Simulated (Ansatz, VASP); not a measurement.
## GaAs in two plane-wave programs

Aim: how closely do two programs agree when they are given the same cell, functional and k mesh? Valence electrons are named where the data sets of a main pair hold unlike numbers.

Method: plane waves, with VASP 6.6.1 beside it; band structure at r2SCAN, in Ansatz 0.2.0.

## 1. The structure

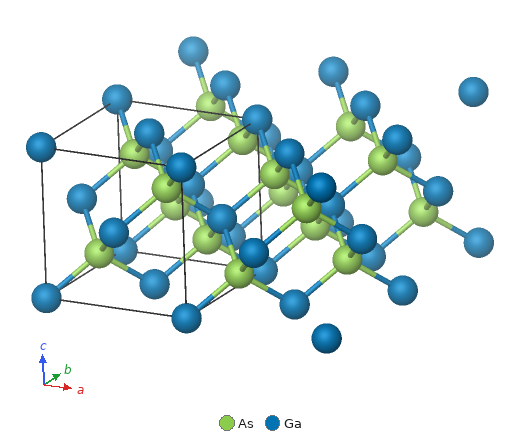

The cell as given, slightly off an axis (arsenic green, gallium blue). 2×2×1 cells are drawn. This picture shows the conventional cell, with its axes. Bonds to atoms that aren't drawn are left out. Some periodic images of atoms are drawn too.

## 2. Ansatz: band structure, r2SCAN

Ansatz runs on its default PAW (the set named soft_2) files.

The same path points are solved in both programs, so levels can be compared one by one.

File input.yaml:

```yaml
crystal:
  lattice:
    - [0.0, 2.82685, 2.82685]
    - [2.82685, 0.0, 2.82685]
    - [2.82685, 2.82685, 0.0]
  atoms:
    - { symbol: As, position: [0.75, 0.75, 0.75] }
    - { symbol: Ga, position: [0.0, 0.0, 0.0] }
hamiltonian:
  xc: r2scan
  pseudopotentials: { kind: paw }
kpoints:
  mp_grid: { grid: [4, 4, 4] }
  band_path:
    path:
      - [0.0, 0.0, 0.0]
      - [0.18182, 0.0, 0.18182]
      - [0.36364, 0.0, 0.36364]
      - [0.5, 0.0, 0.5]
      - [0.5, 0.09091, 0.59091]
      - [0.5, 0.18182, 0.68182]
      - [0.5, 0.25, 0.75]
      - [0.45455, 0.29545, 0.75]
      - [0.40909, 0.34091, 0.75]
      - [0.375, 0.375, 0.75]
      - [0.20455, 0.20455, 0.40909]
      - [0.06818, 0.06818, 0.13636]
      - [0.04545, 0.04545, 0.04545]
      - [0.22727, 0.22727, 0.22727]
      - [0.40909, 0.40909, 0.40909]
      - [0.51136, 0.47727, 0.51136]
      - [0.55682, 0.38636, 0.55682]
      - [0.60227, 0.29545, 0.60227]
      - [0.61364, 0.25, 0.63636]
      - [0.56818, 0.25, 0.68182]
      - [0.51136, 0.25, 0.73864]
      - [0.5, 0.29545, 0.70455]
      - [0.5, 0.38636, 0.61364]
      - [0.5, 0.47727, 0.52273]
      - [0.47727, 0.47727, 0.54545]
      - [0.43182, 0.43182, 0.63636]
      - [0.38636, 0.38636, 0.72727]
      - [0.60227, 0.20455, 0.60227]
      - [0.55682, 0.11364, 0.55682]
      - [0.5, 0.0, 0.5]
    npoints: 1
scf:
  occupations: { method: gaussian, width: 0.01 }
  n_extra_bands: 7
output:
  forces: true
  stress: true
  eigenvalues: true
```

The run is started by

```
> ansatz run input.yaml --threads 2 --pin off --max-ram 4608MiB --backend cpu --events-out ev --progress --plain --runs-dir out
```

Numbers of over 12 decimals in the logs are rounded to 6 here.

The program printed:

```text
scf.n_extra_bands = 7 over 14 filled bands (N_el = 28.0): the run solves 21 bands
Engine: ansatz 0.2.0, aarch64-unknown-linux-gnu
Pseudopotentials: kind: paw
Pseudopotential: As, paw, valence charge 15, recommended cutoff 500 eV (meta_gga), As.paw.azcp
Pseudopotential: Ga, paw, valence charge 13, recommended cutoff 500 eV (meta_gga), Ga.paw.azcp
Functional definition: r2SCAN
  parameter k0 = 0.174
  parameter k1 = 0.065
  parameter a1 = 4.9479
  exchange = r2scan_x(k0 = k0, k1 = k1, a1 = a1)
  correlation = r2scan_c
Crystal: 2 atoms, lattice volume = 45.179 Å³
Basis set: ecut = 500 eV, 1139 PW (Γ), exchange–correlation on 120×120×120 points (64 copies of the dense FFT grid, shifted against one another)
Bands: 21, of which v1, the nominal top of the filled ones, is band 14 counted from 1 (13 counted from 0)
Symmetry: 24 space group operations
Space group: F-43m (ITA 216), of the structure as read, at distance tolerance 3.6e-5 Å
k-points: 8 of 64 (time reversal used)
Non-local potential: As, projectors of the file, l = 0: 2, l = 1: 2, l = 2: 3, l = 3: 1
Non-local potential: Ga, projectors of the file, l = 0: 2, l = 1: 2, l = 2: 3, l = 3: 1
PAW form: soft (Blöchl's): semilocal exchange-correlation on the pseudo side does not see the compensation charge
PAW frozen core: As, regenerated for the run's functional (the file was generated under x = pbe(κ = 0.804, μ = 0.219515), c = pbe(β = 0.066725))
PAW frozen core: Ga, regenerated for the run's functional (the file was generated under x = pbe(κ = 0.804, μ = 0.219515), c = pbe(β = 0.066725))
PAW one-centre angular grid: As, 590 points (default); XC on 160 Gauss nodes
PAW one-centre angular grid: Ga, 590 points (default); XC on 160 Gauss nodes
Initial density: superposition of atomic densities (neutral atoms: chi_scale 0, normalization atom), corrected by the library's trained network
Initial wavefunctions: pseudopotential atomic-orbital guess
Functional: x = r2scan, c = r2scan; τ floored in thin density (d = 2e-4 eV/Å³)
SCF iter   1: F=—  HF=-8655.583287 eV  |F-HF|=—  |Δ(HF+E_count)|=         —  Δρ=9.25e-3  dr2=1.53e-2  dr2_τ=5.17e-3  ethr=1.77e-3  ⟨swp⟩=6.2  Hψ=822  notcnv=0
preconditioner: auto → none  [insulator: Δε(μ)=0.949 eV  Ē_g=19.029 eV  σ=0.010 eV  W_gap=1.00  n_scr=14 (ndim 8)  ℏωp=23.4 eV  f_vac=0.090  D(μ)=0.00/eV (n_scr^D=0)  ε∞_Penn≈2.5]
SCF iter   2: F=—  HF=-8655.595633 eV  |F-HF|=—  |Δ(HF+E_count)|=   1.23e-2  Δρ=2.30e-3  dr2=1.64e-3  dr2_τ=4.54e-5  ethr=5.45e-5  ⟨swp⟩=2.8  Hψ=395  notcnv=0  defer=22
SCF iter   3: F=—  HF=-8655.595688 eV  |F-HF|=—  |Δ(HF+E_count)|=   5.50e-5  Δρ=1.87e-3  dr2=5.47e-4  dr2_τ=6.61e-6  ethr=5.85e-6  ⟨swp⟩=2.1  Hψ=253  notcnv=0  defer=22
SCF iter   4: F=—  HF=-8655.595924 eV  |F-HF|=—  |Δ(HF+E_count)|=   2.36e-4  Δρ=6.26e-4  dr2=1.32e-4  dr2_τ=1.09e-6  ethr=1.95e-6  ⟨swp⟩=2.0  Hψ=292  notcnv=0  defer=22
SCF iter   5: F=—  HF=-8655.595901 eV  |F-HF|=—  |Δ(HF+E_count)|=   2.28e-5  Δρ=1.03e-4  dr2=1.68e-6  dr2_τ=2.27e-8  ethr=4.73e-7  ⟨swp⟩=2.0  Hψ=290  notcnv=0  defer=22
SCF iter   6: F=—  HF=-8655.595896 eV  |F-HF|=—  |Δ(HF+E_count)|=   5.29e-6  Δρ=2.51e-5  dr2=2.92e-7  dr2_τ=1.23e-9  ethr=6.00e-9  ⟨swp⟩=2.0  Hψ=258  notcnv=0  defer=22
SCF iter   7: F=-8655.595896 eV  HF=-8655.595896 eV  |F-HF|=2.71e-9  |Δ(HF+E_count)|=   1.78e-8  Δρ=4.06e-6  dr2=6.52e-9  dr2_τ=1.31e-10  ethr=3.57e-10  ⟨swp⟩=8.1  Hψ=747  notcnv=0
SCF 1 converged in 7 iterations: F = -8655.595896 eV  dr2 = 6.52e-9
  greatest PAW one-centre occupation: 0.999 electrons in one spin orbital (limit 2), on the As atom at site 0 (counted from 0), in its partial waves of l = 2
NSCF: frozen V_eff on 30 k-points
SCF converged after 7 iterations
Free energy (F): -8655.595896 eV
Harris-Foulkes:  -8655.595896 eV  (|F-HF|=2.71e-9)
Internal energy: -8655.595896 eV  (E = F + TS)
E sigma→0 (E₀):  -8655.595896 eV
Fermi energy:    8.482881 eV
--- Per-component energies (eV) ---
  E_band       = -329.815112
  E_kinetic    = 219.025322
  E_local      = -3920.925347  (includes V_loc(G=0)·N_el)
  E_nonlocal   = -242.455909
  E_hartree    = 1978.837630
  E_xc         = -136.575385
  E_vxc        = -143.835199  (∫ρ·V_xc dr)
  E_paw        = -3852.663903  (= ΣΔE_a)
  E_vpaw       = -206.773603  (= ΣTr[D̂ρ^β])
  E_aug_tail   = -0.000041  (compensation charges beyond the density's cutoff)
  E_vtau       = 7.475467  (kinetic-family band-sum trace: ∫τ·v_τ [+ j·A + Jᵃ·Aᵃ] dr)
  E_ewald      = -2698.727786
  E_core_change = -2.110478  (= ΣΔE_core)
  E_smearing   = -0.000000  (= −TS)
  E_closure    = 0.000000  (closes the sum)
  Σ components = -8655.595896   (vs F -8655.595896, Δ=0.00e0)
--- Forces (eV/Å), atoms counted from 1 ---
  atom   1  As     0.00000000    -0.00000000    -0.00000000
  atom   2  Ga    -0.00000000     0.00000000    -0.00000000
  max |Σ_I F_I| component: 2.60e-16 eV/Å
--- Stress (GPa, compression-positive) ---
        0.769262       0.000000      -0.000000
       -0.000000       0.769262       0.000000
        0.000000       0.000000       0.769262
  P = ⅓ Tr σ = 0.7693 GPa (7.693 kbar)
--- Band table (eV; the first three rows and the last of 8) ---
  k-point 0: bands = [... 10 lower, -5.2281, 7.9777, 7.9777, 7.9777, 8.9880, 12.0044, 12.0044, 12.0044, ... 3 higher]
  k-point 1: bands = [... 10 lower, -4.4989, 3.7802, 7.2742, 7.2742, 9.7984, 12.9092, 12.9092, 14.4319, ... 3 higher]
  k-point 2: bands = [... 10 lower, -3.3715, 1.1512, 6.7888, 6.7888, 9.3356, 12.9499, 12.9499, 16.2431, ... 3 higher]
  k-point 7: bands = [... 10 lower, -2.5315, 1.1714, 4.3256, 4.5311, 13.0009, 13.0259, 13.8741, 14.4439, ... 3 higher]
```

Wall time 4.4 s (2 threads of Arm Neoverse N1, shared host); peak memory 0.4 GiB; 8 s of CPU time.

## 3. VASP: band structure, r2SCAN

The same cell, functional, mesh and smearing now go to VASP, with its own data sets.

Lines of VASP's logs that name or quote its potential files are left out, and so is its time.

File INCAR:

```
SYSTEM = GaAs
PREC = Accurate
ENCUT = 430
EDIFF = 1E-08
NELM = 100
ISMEAR = 0
SIGMA = 0.01
LREAL = .FALSE.
ALGO = Normal
METAGGA = R2SCAN
LASPH = .TRUE.
NBANDS = 15
LORBIT = 11
LWAVE = .TRUE.
LCHARG = .FALSE.
KPAR = 8
```

File POSCAR:

```
GaAs
1.0
    0.0000000000      2.8268500000      2.8268500000
    2.8268500000      0.0000000000      2.8268500000
    2.8268500000      2.8268500000      0.0000000000
As Ga
1 1
Direct
    0.7500000000      0.7500000000      0.7500000000
    0.0000000000      0.0000000000      0.0000000000
```

File KPOINTS:

```
Automatic mesh
0
Gamma
4 4 4
0 0 0
```

File KPOINTS_OPT:

```
Line mode
12
Line-mode
Reciprocal
  0.00000000   0.00000000   0.00000000 GAMMA
  0.50000000   0.00000000   0.50000000 X

  0.50000000   0.00000000   0.50000000 X
  0.50000000   0.25000000   0.75000000 W

  0.50000000   0.25000000   0.75000000 W
  0.37500000   0.37500000   0.75000000 K

  0.37500000   0.37500000   0.75000000 K
  0.00000000   0.00000000   0.00000000 GAMMA

  0.00000000   0.00000000   0.00000000 GAMMA
  0.50000000   0.50000000   0.50000000 L

  0.50000000   0.50000000   0.50000000 L
  0.62500000   0.25000000   0.62500000 U

  0.62500000   0.25000000   0.62500000 U
  0.50000000   0.25000000   0.75000000 W

  0.50000000   0.25000000   0.75000000 W
  0.50000000   0.50000000   0.50000000 L

  0.50000000   0.50000000   0.50000000 L
  0.37500000   0.37500000   0.75000000 K

  0.62500000   0.25000000   0.62500000 U
  0.50000000   0.00000000   0.50000000 X
```

Potentials, in the order of the species: As_GW and Ga_d_GW (PBE family, release 64).

The run is started by

```
> mpirun -np 8 vasp_std
```

The program printed:

```text
[banner, memory and clock lines left out]
running    8 mpi-ranks, on    1 nodes
 distrk:  each k-point on    1 cores,    8 groups
 distr:  one band on    1 cores,    1 groups

 POSCAR found type information on POSCAR AsGa
 POSCAR found :  2 types and       2 ions
|                                                                             |
|           W    W    AA    RRRRR   N    N  II  N    N   GGGG   !!!           |
|           W    W   A  A   R    R  NN   N  II  NN   N  G    G  !!!           |
|           W    W  A    A  R    R  N N  N  II  N N  N  G       !!!           |
|           W WW W  AAAAAA  RRRRR   N  N N  II  N  N N  G  GGG   !            |
|           WW  WW  A    A  R   R   N   NN  II  N   NN  G    G                |
|           W    W  A    A  R    R  N    N  II  N    N   GGGG   !!!           |
|                                                                             |
|     For optimal performance we recommend to set                             |
|       NCORE = 2 up to number-of-cores-per-socket                            |
|     NCORE specifies how many cores store one orbital (NPAR=cpu/NCORE).      |
|     This setting can greatly improve the performance of VASP for DFT.       |
|     The default, NCORE=1 might be grossly inefficient on modern             |
|     multi-core architectures or massively parallel machines. Do your        |
|     Unfortunately you need to use the default for GW and RPA                |
|     calculations (for HF NCORE is supported but not extensively tested      |
|     yet).                                                                   |
|                                                                             |

|                                                                             |
|               ----> ADVICE to this user running VASP <----                  |
|                                                                             |
|     You enforced a specific xc type in the INCAR file but a different       |
|     [... a line on the potential file left out ...]
|     I HOPE YOU KNOW WHAT YOU ARE DOING!                                     |
|                                                                             |

 LDA part: xc-table for (None), standard interpolation
 POSCAR, INCAR and KPOINTS ok, starting setup
 FFT: planning ... GRIDC
 FFT: planning ... GRID_SOFT
 FFT: planning ... GRID
 WAVECAR not read
 entering main loop
       N       E                     dE             d eps       ncg     rms          rms(c)
DAV:   1     0.934910750725E+02    0.93491E+02   -0.99956E+03   264   0.132E+03
DAV:   2    -0.227165185271E+02   -0.11621E+03   -0.11107E+03   268   0.300E+02
DAV:   3    -0.290956055069E+02   -0.63791E+01   -0.63444E+01   310   0.702E+01
DAV:   4    -0.293447734387E+02   -0.24917E+00   -0.24909E+00   366   0.150E+01
DAV:   5    -0.293467978121E+02   -0.20244E-02   -0.20244E-02   296   0.113E+00    0.433E+00
DAV:   6    -0.269469436790E+02    0.23999E+01   -0.89211E-01   310   0.234E+01    0.261E+00
DAV:   7    -0.269217549622E+02    0.25189E-01   -0.26390E-01   317   0.102E+01    0.927E-01
DAV:   8    -0.269236200918E+02   -0.18651E-02   -0.16967E-02   374   0.217E+00    0.309E-01
DAV:   9    -0.269234936304E+02    0.12646E-03   -0.12609E-02   331   0.262E+00    0.782E-02
DAV:  10    -0.269231962244E+02    0.29741E-03   -0.21109E-03   324   0.116E+00    0.173E-02
DAV:  11    -0.269232224442E+02   -0.26220E-04   -0.97734E-05   365   0.154E-01    0.148E-02
DAV:  12    -0.269232037322E+02    0.18712E-04   -0.84772E-05   324   0.232E-01    0.329E-03
DAV:  13    -0.269232049766E+02   -0.12444E-05   -0.46565E-06   317   0.568E-02    0.524E-04
DAV:  14    -0.269232048993E+02    0.77378E-07   -0.91269E-08   365   0.513E-03    0.265E-04
DAV:  15    -0.269232047805E+02    0.11881E-06   -0.24130E-08   268   0.387E-03    0.728E-05
DAV:  16    -0.269232047458E+02    0.34654E-07   -0.14147E-09   197   0.525E-04    0.153E-05
DAV:  17    -0.269232047403E+02    0.55252E-08   -0.51100E-10   169   0.496E-04
   1 F= -.26923205E+02 E0= -.26923205E+02  d E =-.722026E-34
 Start KPOINTS_OPT (optional k-point list driver)
k-point batch [1-8\120]
       N       E                     dE             ncg
DAV:   1     0.182842894125E+03   -0.15929E+04      240
DAV:   2    -0.899824557062E+03   -0.10827E+04      240
DAV:   3    -0.968704319774E+03   -0.68880E+02      345
DAV:   4    -0.970572767289E+03   -0.18684E+01      271
DAV:   5    -0.970663274262E+03   -0.90507E-01      400
DAV:   6    -0.970664795082E+03   -0.15208E-02      313
DAV:   7    -0.970664821200E+03   -0.26118E-04      392
DAV:   8    -0.970664821599E+03   -0.39934E-06      306
DAV:   9    -0.970664821605E+03   -0.55450E-08      328
[...]
k-point batch [113-120\120]
       N       E                     dE             ncg
DAV:   1    -0.604709905573E+02   -0.49553E+04      264
DAV:   2    -0.101561577948E+04   -0.95514E+03      254
DAV:   3    -0.106690873223E+04   -0.51293E+02      345
DAV:   4    -0.106873104697E+04   -0.18223E+01      325
DAV:   5    -0.106874727278E+04   -0.16226E-01      338
DAV:   6    -0.106874774433E+04   -0.47155E-03      332
DAV:   7    -0.106874774781E+04   -0.34855E-05      345
DAV:   8    -0.106874774790E+04   -0.85850E-07      360
DAV:   9    -0.106874774790E+04   -0.60868E-09      274
 writing wavefunctions
```

[end of part 1 of 2]

[Lines on the potential files, build, host, timing and source positions are cut from VASP's logs without a mark.]

[Logs are printed without paths, hosts, clocks, repeated set-up lines and the standing remarks that a program may print on its own settings, such as how far it seeks lower states.]

[Hosts, paths, dates, database ids (printed as entryN), source tags and the programs' standing remarks are cut or masked in the printed files.]
